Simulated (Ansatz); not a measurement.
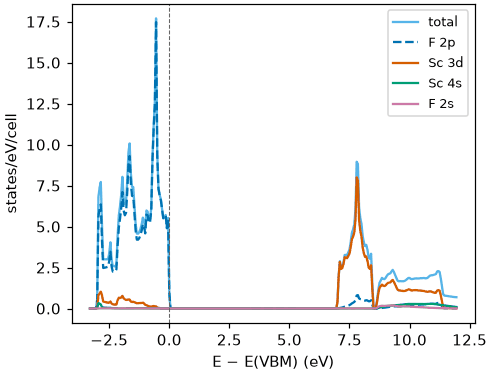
Fig. 1. Total and projected density of states of ScF$_{3}$ (ReO3 type, space group No. 221), plane-wave PAW r²SCAN (Ansatz code)

**Question.** Which orbitals carry the states next to the gap?

**Answer.** Top 1 eV of the valence band: F 2p 98 %. Bottom 1 eV of the conduction band: Sc 3d 92 %, F 2p 7 %. Projections are on Löwdin-orthogonalised atomic valence shells; empty p or d shells of many metals are not among them.

**Question.** Where is the tallest occupied peak in this window, and what makes it?

**Answer.** Near -0.6 eV, about 18 states/eV per cell; the largest projected share is F 2p.

Space group Pm-3m (ReO3 type). The workflow started from a Materials Project entry (that database holds measured and hypothetical structures alike); the Crystallography Open Database files this formula in space group No. 221, but the cells were not matched. Whether it is the stable phase at ambient conditions was not checked. Symmetry was held in the r²SCAN relaxation; phonons on a q-mesh show weakly imaginary modes. No spin polarisation was allowed.

Potentials: the earlier of the program's two PAW sets.
